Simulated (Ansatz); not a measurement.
**H$_{6}$OSi$_{2}$···H$_{2}$O: density, localisation and related maps**

```xyz
12

Si    0.0539   -0.3852   -0.5274
O     0.4895    0.3409    2.6834
H    -0.4008    0.3869    2.9973
H     1.2627    0.4526   -0.4581
H    -1.1406    0.3792   -0.1199
H    -0.1321   -0.8548   -1.9218
O     0.2234   -1.7097    0.4540
Si    0.2842   -3.3525    0.5702
H     1.3197   -3.8963   -0.3353
H     0.6151   -3.7022    1.9669
H    -1.0268   -3.9386    0.2134
H     0.5941   -0.5453    2.3681
```

The calculation used RHF/def2-SVP (Ansatz 0.2.0).

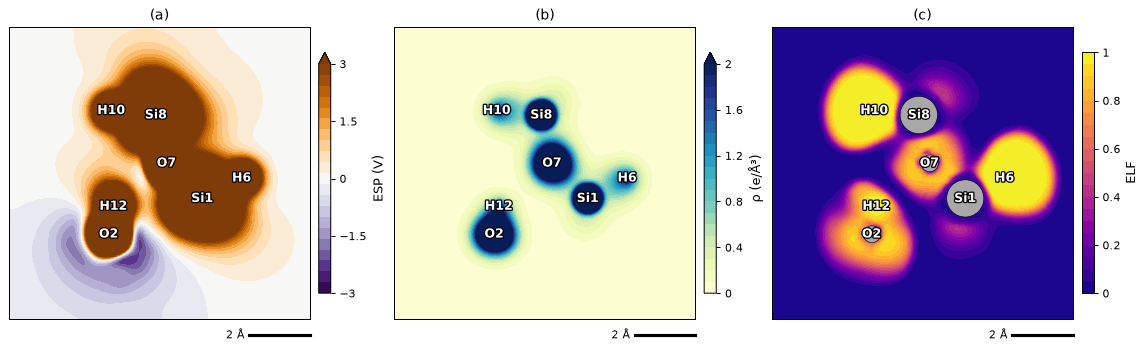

Figure 1. (a) molecular electrostatic potential; (b) total electron density; (c) electron localisation function on the plane of atoms H6, Si1 and O7. Grey discs cover the atomic cores in the ELF map.

Question: Read the bonding off the picture.

Answer:
- Atoms in the plane: Si, O and H.
- O7···H12 (2.27 Å): the density falls to about 0.09 e/Å³ on the way; the ELF dips to about 0.05 between them (a closed-shell contact with the geometry of a hydrogen bond).
- Si–O (1.65 Å): ρ is about 1.1 e/Å³ halfway; the ELF peaks at about 0.85 between the atoms: a shared but strongly polarised pair.
- O–H (0.95 Å): ρ is about 3.9 e/Å³ halfway; the ELF climbs to about 1 towards the hydrogen, as it does in any bond to H (an ordinary covalent bond to hydrogen).
- Si–H (1.48 Å): the density is about 0.79 e/Å³ at the midpoint; the ELF climbs to about 1 towards the hydrogen.
- The ELF also peaks beside O2 and O7, away from the bonds: lone-pair regions.
- Outside the dense part of the complex the potential is most negative (−2.3 V) near O2.

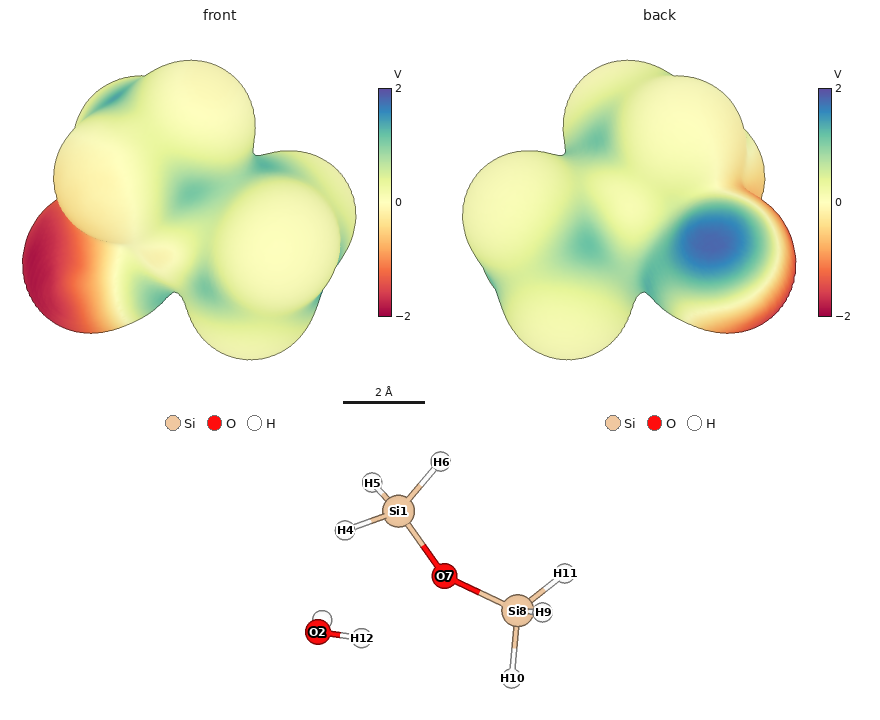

Figure 2. The molecular electrostatic potential painted on the density surface at 0.001 e/bohr³, seen from the front and from behind; red is negative and blue positive. The bare structure is drawn below in the same view.

Question: Which sites attract a positive test charge, and which a negative one?

Answer: A positive charge is drawn to the negative regions and a negative charge to the positive ones. The most negative region (about −1.8 V) lies over O2, the most positive (about +1.8 V) over H3. O2 is the likeliest acceptor of a hydrogen bond.

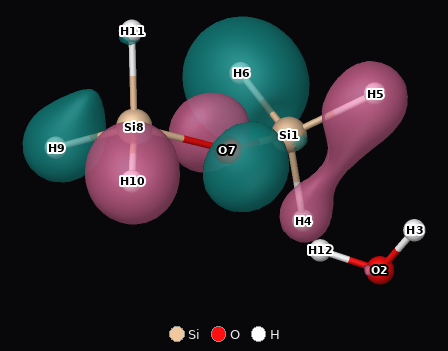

Figure 3. The HOMO−1 at ±0.15 Å⁻³ᐟ² (teal and pink are the two phases), seen at an oblique angle.

Question: What is the character of this orbital?

Answer: By Hirshfeld shares it lies mainly on H6 (about 20 %), Si1 (about 20 %), O7 (about 20 %), Si8 (about 10 %) and H10 (about 10 %). Its energy is −12.48 eV.
